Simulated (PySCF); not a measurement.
# singlet [N2H3]+ at 6 levels

We compute a comparison of 6 runs (B2PLYP/STO-3G, r2SCAN/STO-3G, BCCD(T)/STO-3G, CCSDT(Q)/STO-3G, CCSDTQ/STO-3G, CCSD(T)/STO-3G) of singlet [N2H3]+. The job is set up through a Python script.

Program for the calculation: PySCF 2.14.0.

6 further runs of the same task are left out: 6 set aside as unsound or not needed.

### Step 1. The system as given

The species is [N2H3]+ (5 atoms), meant as a singlet with charge +1. As SMILES of the parent species, `[NH]N`. Geometry: relaxed at GFN2-xTB. This is one conformer, not always the lowest. That shape belongs to the parent species and isn't relaxed for this state.

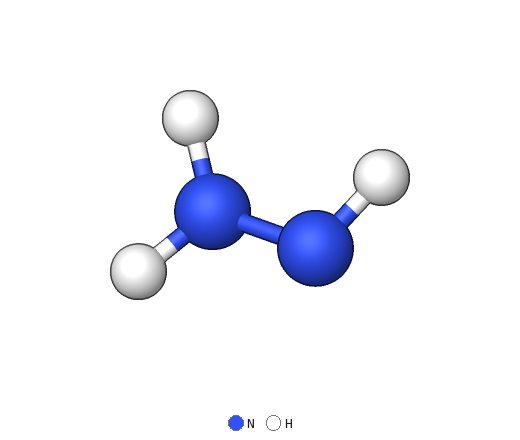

Viewed from a chosen angle; nitrogen blue, hydrogen white.

### Step 2. A single-point energy at B2PLYP/STO-3G (run 1)

input.xyz reads:

```xyz
5
H3N2
N     -0.174970    -0.805480     0.447260
N     -0.126270     0.251970    -0.365880
H      0.751750    -0.989150     0.831090
H     -1.043070     0.577800    -0.638700
H      0.592550     0.964850    -0.273770
```

job.py reads:

```python
from pyscf import gto, dft, mp

mol = gto.M(
    atom='input.xyz',
    spin=0,
    charge=1,
    verbose=3,
    basis='sto-3g',
    max_memory=1860,
)

ks = dft.RKS(mol, xc='0.53*HF + 0.47*B88, 0.73*LYP')
ks.conv_tol = 1e-10
ks.grids.level = 5
ks.kernel()
if not ks.converged:
    ks = ks.newton().run(ks.mo_coeff, ks.mo_occ)

pt = mp.MP2(ks, frozen=2).run()
etot = ks.e_tot + 0.27 * pt.e_corr
print('PT2 part  %.8f' % (0.27 * pt.e_corr))
print('E = %.10f Eh' % etot)
```

Command:

```
OMP_NUM_THREADS=1 python job.py
```

What it wrote:

```text
converged SCF energy = -109.299509055382
E(RMP2) = -109.483402195654  E_corr = -0.183893140272317
E(SCS-RMP2) = -109.493291020409  E_corr = -0.193781965027932
PT2 part  -0.04965115
E = -109.3491602033 Eh
```

It took 2 s on 1 thread of Arm Neoverse V2, shared host; peak memory 0.17 GiB.

### Step 3. The energy at r2SCAN/STO-3G (run 2)

mol.xyz reads:

```xyz
5
H3N2
N     -0.174970    -0.805480     0.447260
N     -0.126270     0.251970    -0.365880
H      0.751750    -0.989150     0.831090
H     -1.043070     0.577800    -0.638700
H      0.592550     0.964850    -0.273770
```

input.py reads:

```python
from pyscf import gto, dft

mol = gto.M(
    atom='mol.xyz',
    max_memory=1860,
    spin=0,
    basis='sto-3g',
    charge=1,
    verbose=4,
)

myscf = dft.RKS(mol, xc='r2scan')
myscf.grids.level = 5
myscf.conv_tol = 1e-10
myscf.kernel()
if not myscf.converged:
    myscf = myscf.newton().run(myscf.mo_coeff, myscf.mo_occ)

e_final = myscf.e_tot
print('Final energy', e_final)
```

Command:

```
OMP_NUM_THREADS=1 python input.py
```

What it wrote:

```text
PySCF version 2.14.0

[... 74 lines left out ...]
converged SCF energy = -109.460183365628
Final energy -109.46018336562764
```

Wall time 2.7 s (1 thread of Arm Neoverse V2, shared host); peak memory 0.17 GiB.

Runs 3 to 5 aren't shown in full; the table further down has their settings and results.

### Step 4. A single-point energy at CCSD(T)/STO-3G (run 6)

input.py reads:

```python
from pyscf import gto, cc

molecule = gto.M(
    atom=[
    ('N', (-0.174970, -0.805480, 0.447260)),
    ('N', (-0.126270, 0.251970, -0.365880)),
    ('H', (0.751750, -0.989150, 0.831090)),
    ('H', (-1.043070, 0.577800, -0.638700)),
    ('H', (0.592550, 0.964850, -0.273770)),
],
    charge=1,
    verbose=4,
    basis='sto-3g',
    max_memory=1860,
)

hf = molecule.RHF()
hf.conv_tol = 1e-10
hf.kernel()
if not hf.converged:
    hf = hf.newton().run(hf.mo_coeff, hf.mo_occ)

mycc = cc.CCSD(hf, frozen=2)
mycc.kernel()
e_t = mycc.ccsd_t()
e_tot = mycc.e_tot + e_t
print('E(%s) = %.9f' % ('CCSD(T)', e_tot))
```

Command:

```
OMP_NUM_THREADS=1 python input.py
```

What it wrote:

```text
PySCF version 2.14.0

[... 61 lines left out ...]
converged SCF energy = -108.900599149479
[... 12 lines left out ...]
Init t2, MP2 energy = -109.03469699775  E_corr(MP2) -0.134097848270494
[... 14 lines left out ...]
CCSD converged
[... 2 lines left out ...]
E(CCSD(T)) = -109.070355652
```

It took 0.91 s on 1 thread of Arm Neoverse V2, shared host; peak memory 0.11 GiB.

### Step 5. Overview of the runs

```csv
run,level,frozen core orbitals,integration grid,energy (Eh),HOMO energy (eV),LUMO energy (eV),HOMO–LUMO gap (eV),wall time
1,B2PLYP/STO-3G,2,5,-109.349160,-18.29,-8.46,9.82,2 s
2,r2SCAN/STO-3G,–,5,-109.460183,-14.93,-11.68,3.25,2.7 s
3,BCCD(T)/STO-3G,2,–,-109.069542,–,–,–,1.4 s
4,CCSDT(Q)/STO-3G,2,–,-109.071271,-21.37,-5.08,16.29,1.1 s
5,CCSDTQ/STO-3G,2,–,-109.071345,-21.37,-5.08,16.29,13 s
6,CCSD(T)/STO-3G,2,–,-109.070356,-21.37,-5.08,16.29,0.91 s
```

### Step 6. Results

```
                                          quantity          value
                               run 6: total energy  -109.07036 Eh
        run 6: HOMO energy (Hartree–Fock orbitals)      -21.37 eV
        run 6: LUMO energy (Hartree–Fock orbitals)       -5.08 eV
      run 6: HOMO–LUMO gap (Hartree–Fock orbitals)       16.29 eV
run 6: correlation energy (2 core orbitals frozen)     -169.8 mEh
                             run 6: (T) correction      -4.30 mEh
                              run 6: T1 diagnostic          0.032
```

What this shows: Totals of different functionals can't be ranked against each other. In run 6 the T1 diagnostic is large, so a single reference may not serve. In runs 1, 2, 3, 4, 5, 6 the basis is minimal, so the values are rough. All runs together took 21 s, the longest 13 s.
